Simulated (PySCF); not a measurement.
# As: interval between two levels with spin-orbit coupling

Each state of arsenic is computed at each level; their differences give the interval between two levels. How far do the methods differ?

Program: PySCF 2.14.0. Level of theory: two-component X2C-1e, generalised determinants. These are calculated values, not measurements, unless marked.

### Step 1. Starting point

```
Element                                   : arsenic (Z = 33)
Basis                                     : x2c-TZVPall-2c with one added diffuse shell each of s, p, d type (7s8p5d1f, 63 functions)
Hamiltonian                               : two-component X2C-1e, Gaussian nucleus, no Breit or QED terms; spin-orbit coupling, run by run: off; screened by Boettger's factors
Core shells frozen in the correlated runs : [Ne] (for As)
State 1                                   : As 3d10 4s1 4p3 5s1 6S5/2: [Ar] 3d10 4s1 4p3 5s1; 4s1/2 filled at m_j = +1/2; 4p3/2 filled at m_j = -1/2, +1/2, +3/2; 5s1/2 filled at m_j = +1/2
Needed too, but not shown                 : As [Ar] 3d10 4s2 4p3 (4S)
Methods                                   : GHF, GMP2
```

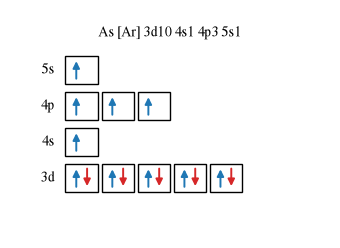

Occupation of the outer shells (arrows by Hund's rule).

All steps ran in one process of a driver on top of PySCF, which takes the settings above as its task.

It was started by

```
> OMP_NUM_THREADS=1 python sorun2.py TASK.json OUT
```

The integrals over 63 functions and the set-up took 0.87 s of CPU time.

### Step 2. As 3d10 4s1 4p3 5s1 6S5/2: the ladder of methods

Level: GHF (spin-free).

Output:

```text
cycle= 1 E= -2258.5180958446  delta_E= -2.26e+03  |FDS-SDF|= 0.0227
cycle= 2 E= -2258.5442824481  delta_E= -0.0262  |FDS-SDF|= 0.0106
cycle= 3 E= -2258.5456082627  delta_E= -0.00133  |FDS-SDF|= 0.00332
cycle= 4 E= -2258.5458449004  delta_E= -0.000237  |FDS-SDF|= 0.000391
cycle= 5 E= -2258.5458516844  delta_E= -6.78e-06  |FDS-SDF|= 8.94e-05
cycle= 6 E= -2258.5458519429  delta_E= -2.59e-07  |FDS-SDF|= 9.29e-06
cycle= 7 E= -2258.5458519502  delta_E= -7.29e-09  |FDS-SDF|= 9.13e-07
cycle= 8 E= -2258.5458519504  delta_E= -2.47e-10  |FDS-SDF|= 1.14e-07
```

Time after the integrals: 0.88 s (1 thread of Intel Xeon Platinum 8259CL at 2.50GHz, shared host).

Occupied spinors (without spin-orbit coupling the j labels only name the start):

```csv
spinor shell,electrons,mean energy (eV),weight of the nominal j,rms radius (bohr)
1s1/2,2,-11950.2,1.000,0.0524
2s1/2,2,-1577.7,1.000,0.219
2p3/2,4,-1379.2,0.833,0.196
2p1/2,2,-1379.2,0.667,0.196
3s1/2,2,-230.56,1.000,0.639
3p3/2,4,-167.00,0.833,0.666
3p1/2,2,-167.00,0.667,0.666
3d5/2,6,-61.773,0.800,0.748
3d3/2,4,-61.773,0.700,0.748
4s1/2,1,-28.380,1.000,2.02
4p3/2,3,-14.517,0.667,2.48
5s1/2,1,-3.031,1.000,5.24
```

M_J = 5/2, ⟨J²⟩ = 8.752, ⟨L²⟩ = 0.000, ⟨S²⟩ = 8.752.

Level: GMP2 (spin-free).

No log was kept for this step.

It took 0.35 s on 1 thread of Intel Xeon Platinum 8259CL at 2.50GHz, shared host, the integrals not counted.

With 23 electrons correlated, the MP2 correlation energy is -0.29950 hartree. Largest pairs: 3d3/2-3d5/2 -0.0504, 3d5/2-3d5/2 -0.0348, 3d5/2-3p3/2 -0.0322, 3d3/2-3p3/2 -0.0215, 3d5/2-3p1/2 -0.0161.

Level: GHF (screened spin-orbit).

Output:

```text
cycle= 1 E= -2258.6120135908  delta_E= -2.26e+03  |FDS-SDF|= 0.0234
cycle= 2 E= -2258.6392796743  delta_E= -0.0273  |FDS-SDF|= 0.0106
cycle= 3 E= -2258.6406730533  delta_E= -0.00139  |FDS-SDF|= 0.0035
cycle= 4 E= -2258.6409380991  delta_E= -0.000265  |FDS-SDF|= 0.000551
cycle= 5 E= -2258.6409550248  delta_E= -1.69e-05  |FDS-SDF|= 0.000213
cycle= 6 E= -2258.6409583170  delta_E= -3.29e-06  |FDS-SDF|= 7.69e-05
cycle= 7 E= -2258.6409588547  delta_E= -5.38e-07  |FDS-SDF|= 1.32e-05
cycle= 8 E= -2258.6409588656  delta_E= -1.09e-08  |FDS-SDF|= 2.54e-06
cycle= 9 E= -2258.6409588662  delta_E= -6.48e-10  |FDS-SDF|= 1.24e-06
```

Time after the integrals: 0.95 s (1 thread of Intel Xeon Platinum 8259CL at 2.50GHz, shared host).

The outer occupied spinors:

```csv
spinor shell,electrons,mean energy (eV),weight of the nominal j,rms radius (bohr)
3s1/2,2,-230.54,1.000,0.639
3p1/2,2,-170.68,0.993,0.659
3p3/2,4,-165.21,0.997,0.670
3d3/2,4,-62.300,0.917,0.750
3d5/2,6,-61.406,0.944,0.747
4s1/2,1,-28.374,1.000,2.02
4p3/2,3,-14.519,0.652,2.48
5s1/2,1,-3.031,1.000,5.24
```

M_J = 5/2, ⟨J²⟩ = 8.752, ⟨L²⟩ = 0.005, ⟨S²⟩ = 8.748. Rows whose weight is well below 1 mix j = l ± 1/2: exchange competes with spin-orbit coupling there.

Level: GMP2 (screened spin-orbit).

The driver printed no log here.

It took 0.36 s on 1 thread of Intel Xeon Platinum 8259CL at 2.50GHz, shared host, the integrals not counted.

With 23 electrons correlated, the MP2 correlation energy is -0.29959 hartree. Largest pairs: 3d3/2-3d5/2 -0.0533, 3d5/2-3d5/2 -0.0332, 3d5/2-3p3/2 -0.0318, 3d3/2-3p3/2 -0.0226, 3d5/2-3p1/2 -0.0161.

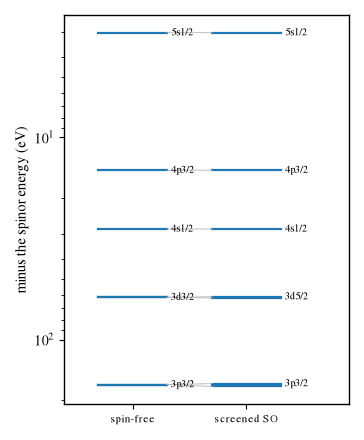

The highest 7 spinor levels of As 3d10 4s1 4p3 5s1 6S5/2 on a logarithmic scale, without and with spin-orbit coupling.

### Step 3. The energy differences

Interval between two levels: As [Ar] 3d10 4s2 4p3 [4p3/2^3, M_J = 3/2] → As [Ar] 3d10 4s1 4p3 5s1 [4s1/2^1 4p3/2^3 5s1/2^1, M_J = 5/2].

```csv
method,value (eV)
GHF (spin-free),11.352
GMP2 (spin-free),12.776
GHF (screened spin-orbit),11.354
GMP2 (screened spin-orbit),12.778
```

The differences also use runs on As [Ar] 3d10 4s2 4p3 (4S), which are not shown here.

### Step 4. Results

```
                                                quantity                                                         value
interval between two levels, As → 3d10 4s1 4p3 5s1 6S5/2  GHF (spin-free) 11.352, GMP2 (screened spin-orbit) 12.778 eV
```

In words: The methods span 1.425 eV, from GHF (spin-free) (11.352) to GMP2 (screened spin-orbit) (12.778). No reference value is at hand in this session. Spin-orbit coupling moves the difference by +0.002 eV at GMP2. The basis is finite, and no extrapolation was made.
